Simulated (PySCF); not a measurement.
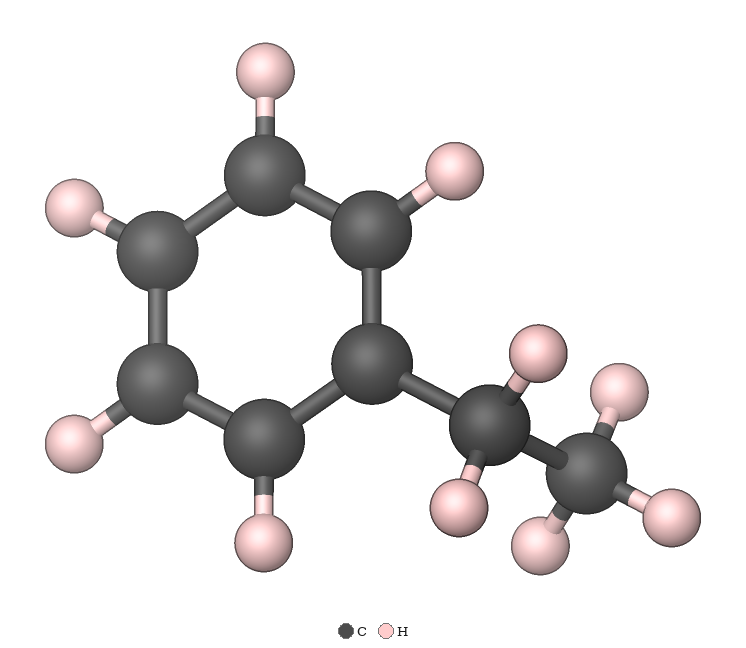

The picture shows a molecular structure as a ball-and-stick model. Every bond is drawn as one stick, whatever its order.

The geometry was computed by an optimisation with GFN2-xTB. No frequency run is at hand to confirm it as a minimum.

Description:

The molecule is C8H10. SMILES: `CCc1ccccc1`. Independent rings (smallest set): 1 of 6 members, 1 of them aromatic. The point group is Cs. Coordination: 2 C tetrahedral; 6 C trigonal planar.

More results for the same structure follow; atom numbers are the same in all pictures, views and colours differ.

### Shape

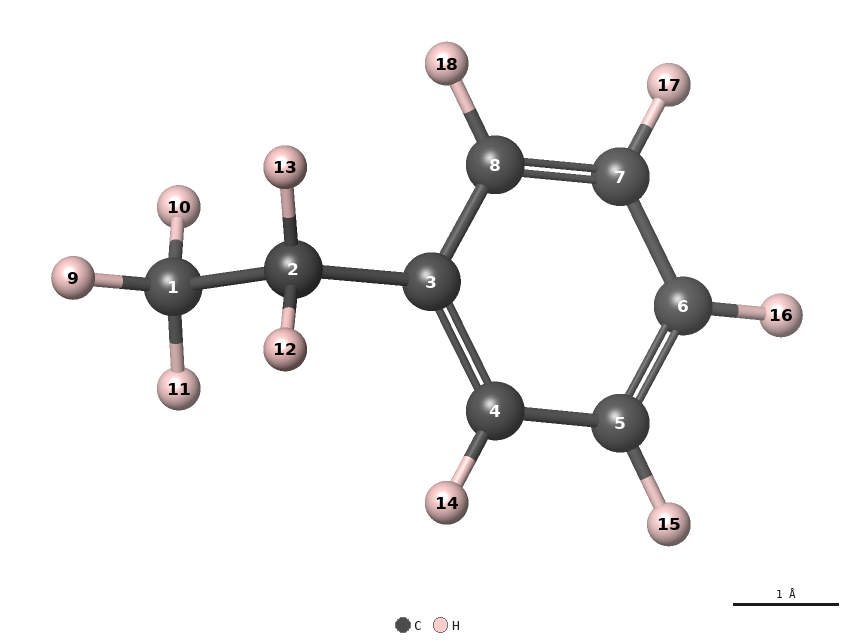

No frequency run is at hand to confirm it as a minimum.

What are the angles C1–C2–C3, C2–C1–H10, C2–C3–C4, C3–C2–H12, C3–C4–H14, C4–C3–C8, C4–C5–C6, C4–C5–H15, C5–C4–H14, C5–C6–C7, C5–C6–H16, C6–C5–H15?

```json
{"angle": "C1–C2–C3", "degrees": "110.4"}
{"angle": "C2–C1–H10", "degrees": "110.3"}
{"angle": "C2–C3–C4", "degrees": "120.6"}
{"angle": "C3–C2–H12", "degrees": "109.9"}
{"angle": "C3–C4–H14", "degrees": "119.4"}
{"angle": "C4–C3–C8", "degrees": "118.7"}
{"angle": "C4–C5–C6", "degrees": "120.1"}
{"angle": "C4–C5–H15", "degrees": "119.9"}
{"angle": "C5–C4–H14", "degrees": "119.8"}
{"angle": "C5–C6–C7", "degrees": "119.7"}
{"angle": "C5–C6–H16", "degrees": "120.1"}
{"angle": "C6–C5–H15", "degrees": "120.0"}
```

### NMR shielding

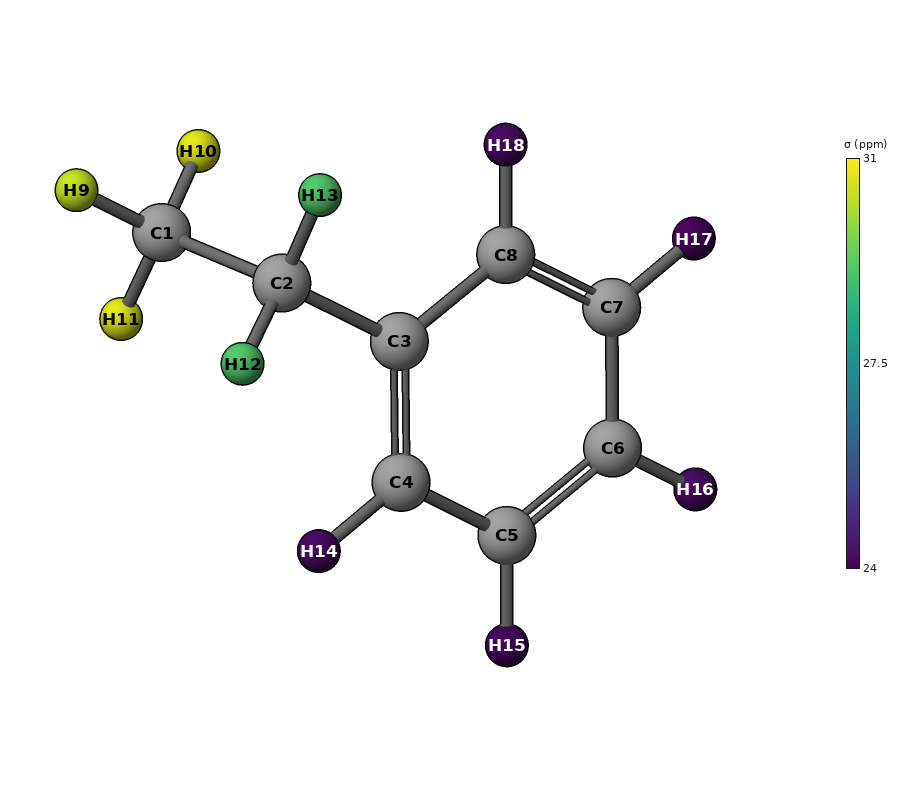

Atoms are coloured by their isotropic NMR shieldings (H only, the others grey). No frequency run is at hand to confirm it as a minimum. Level of theory: GIAO PBE0/pcSseg-1 NMR shielding, non-relativistic, gas phase (PySCF 2.14.0).

> Which H atom is the most shielded (lowest chemical shift)?

H10, H11 (30.60 to 30.61 ppm).

> Which H atom is the least shielded (highest chemical shift)?

H15, H17 (24.11 ppm).

> How wide is the range of H shifts?

6.50 ppm.

Give the isotropic NMR shieldings of the H atoms atom by atom.

| atom | σ (ppm) |
| --- | --- |
| H9 | 30.34 |
| H10 | 30.60 |
| H11 | 30.61 |
| H12 | 29.07 |
| H13 | 29.07 |
| H14 | 24.23 |
| H15 | 24.11 |
| H16 | 24.24 |
| H17 | 24.11 |
| H18 | 24.23 |

### Dipole moment

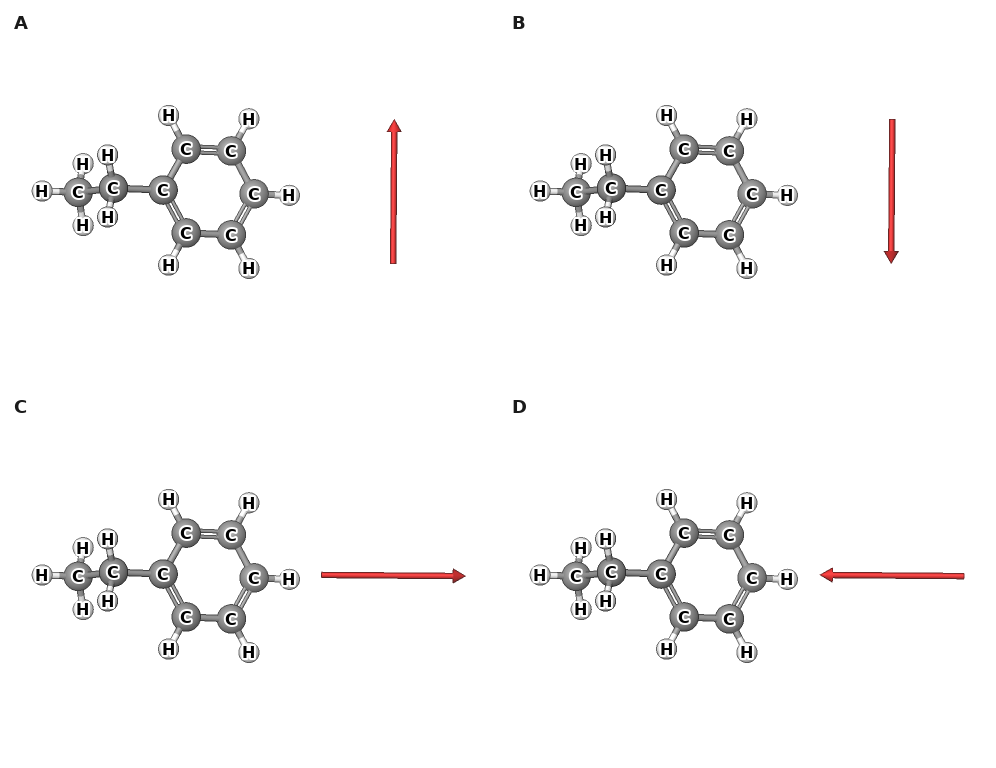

The same molecule four times, each with an arrow. No frequency run is at hand to confirm it as a minimum. Level of theory: PBE0/pcSseg-1, gas phase (PySCF 2.14.0).

> Which arrow points along the dipole moment, from the negative to the positive end?

D. The dipole moment is 0.40 D.

### Ring current

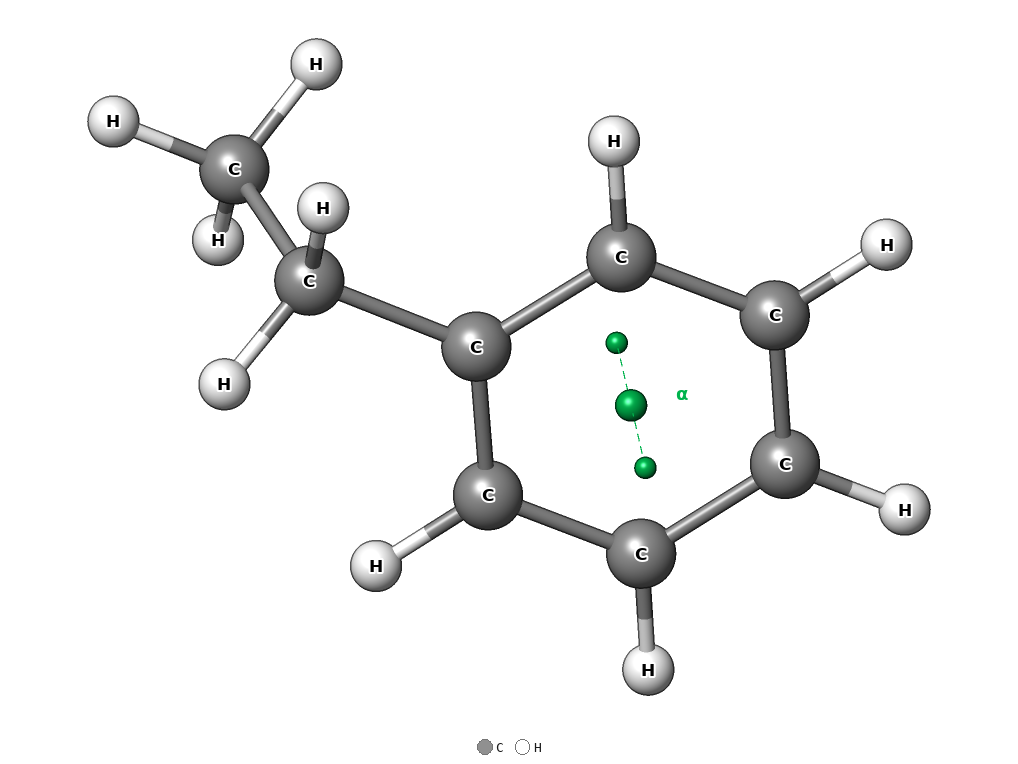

The small points mark where nucleus-independent chemical shifts (NICS) were computed: at the centre of each lettered ring and 1 Å above and below it. No frequency run is at hand to confirm it as a minimum. Level of theory: GIAO PBE0/pcSseg-1 NMR shielding, non-relativistic, gas phase (PySCF 2.14.0).

Give NICS(0), NICS(1) and the out-of-plane component NICS(1)zz for each ring (means of the two sides).

| ring | members | NICS(0) | NICS(1) | NICS(1)zz |
| --- | --- | --- | --- | --- |
| α | C6 | −8.7 | −11.4 | −28.8 |

Values in ppm.

> What do the values say about the ring currents?

Ring α: diatropic, as in an aromatic ring. NICS is one index among several.
